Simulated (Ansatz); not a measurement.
# Two runs on C3H9GeN

System: C3H9GeN.
Method of run 1: RKS SPW92 (LDA)/def2-TZVPP (Ansatz 0.2.0).

The geometry comes from this level: PBE0-D4/def2-TZVP. Text and figures count atoms from 1; the logs count them from 0 in places.

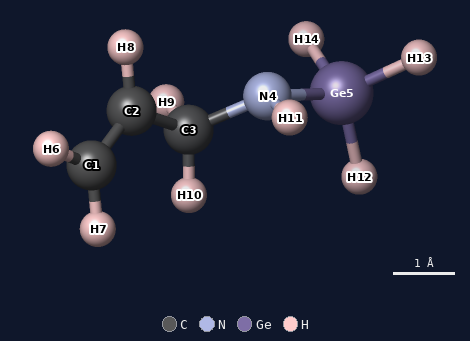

Fig. 1: The input geometry (ball-and-stick view, seen at a tilt; atoms are numbered from 1 in the order of the input). Sticks mark near contacts.

Input, run 1:
```yaml
crystal:
  periodic: [false, false, false]
  atoms:
    - {symbol: C, position_ang: [0.020435, 0.596802, -2.628725]}
    - {symbol: C, position_ang: [-0.577022, 0.093204, -1.558366]}
    - {symbol: C, position_ang: [-0.226440, 0.452671, -0.151863]}
    - {symbol: N, position_ang: [0.130431, -0.734844, 0.606383]}
    - {symbol: Ge, position_ang: [0.258855, -0.604474, 2.436538]}
    - {symbol: H, position_ang: [-0.265001, 0.303828, -3.632372]}
    - {symbol: H, position_ang: [0.817052, 1.329376, -2.536687]}
    - {symbol: H, position_ang: [-1.362749, -0.650849, -1.667889]}
    - {symbol: H, position_ang: [-1.104398, 0.903670, 0.328957]}
    - {symbol: H, position_ang: [0.556638, 1.227124, -0.161657]}
    - {symbol: H, position_ang: [0.910762, -1.215768, 0.179251]}
    - {symbol: H, position_ang: [1.274550, 0.467140, 2.903317]}
    - {symbol: H, position_ang: [0.689027, -1.982937, 2.957856]}
    - {symbol: H, position_ang: [-1.134940, -0.214043, 2.954154]}
basis:
  gaussian: {orbitals: def2-TZVPP}
hamiltonian: {xc: lda}
output: {orbitals: {seedname: orbitals}}
```

Launched with:
```bash
ansatz run in.yaml --threads 4 --pin off --events-out ev --progress --plain --max-ram 11315MiB
```

Hardware: 4 threads of Intel Xeon @ 2.50GHz, 31 GiB of memory available, shared host.

Output (run 1):
```
Functional definition: SPW92
  exchange = slater_x
  correlation = pw_c
1584 factors; their error is unknown
mean field evaluation 1: about -61120.0609 eV, gradient 9.1e1 eV
mean field evaluation 2: about -61039.8248 eV, gradient 1.9e2 eV
mean field evaluation 4: about -61136.1454 eV, gradient 2.7e1 eV
mean field evaluation 8: about -61137.8534 eV, gradient 2.2e-1 eV
mean field evaluation 16: about -61137.8191 eV, gradient 4.2e-4 eV
mean field -61137.81905550 eV, -2246.7734095874 hartree, gradient 7.4e-5 eV, S^2 0.000000; 0 other end points of the search recorded, 0 dependent functions left out
reference -61137.81910159 eV, -2246.7734112814 hartree; 33, 33 occupied and 265, 265 virtual orbitals, 1584 factors
Total energy: -61137.81910159 eV, -2246.7734112814 hartree
```

For run 2 the input was changed thus:
```diff
-hamiltonian: {xc: lda}
+hamiltonian: {xc: {name: BHLYP}, dispersion: d4}
```

Predict how the results change.

The total energies belong to different models, so their difference says nothing on which is more stable or more accurate. The HOMO goes from −5.53 to −8.05 eV. The LUMO goes from −1.25 to 1.02 eV. On the same kind of shared host run 2 took about 2.4 times as long.

Output (run 2):
```
Functional definition: BHLYP
  parameter a = 0.5
  exchange = (1 - a)*b88_x + a*exact_x
  correlation = lyp_c
1823 factors; their error is unknown
mean field evaluation 1: about -61255.7432 eV, gradient 5.8e1 eV
mean field evaluation 2: about -61254.5262 eV, gradient 6.2e1 eV
mean field evaluation 4: about -61262.9255 eV, gradient 3.1e0 eV
mean field evaluation 8: about -61262.9483 eV, gradient 3.9e-2 eV
mean field evaluation 16: about -61263.5193 eV, gradient 1.3e-4 eV
mean field -61263.51932510 eV, -2251.3928092924 hartree, gradient 2.3e-5 eV, S^2 0.000000; 0 other end points of the search recorded, 0 dependent functions left out
reference -61263.51954135 eV, -2251.3928172396 hartree; 33, 33 occupied and 265, 265 virtual orbitals, 1823 factors
Total energy: -61263.84238623 eV, -2251.4046815701 hartree
```

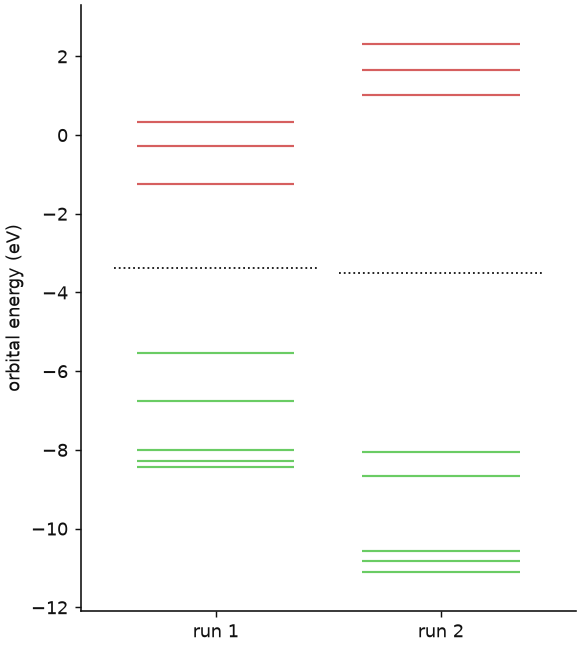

Fig. 2: The five highest filled and three lowest empty orbital energies of the two runs; the dotted lines part filled from empty levels. The HOMO–LUMO gap is 4.28 eV in run 1 and 9.07 eV in run 2.

The two runs side by side:

| quantity | run 1 | run 2 |
| --- | --- | --- |
| outcome | converged | converged |
| total energy (hartree) | −2246.773411 | −2251.404682 |
| HOMO (eV) | −5.53 | −8.05 |
| LUMO (eV) | −1.25 | 1.02 |
| basis functions | 298 | 298 |
| wall time (shared host) | 2.1 s | 5 s |
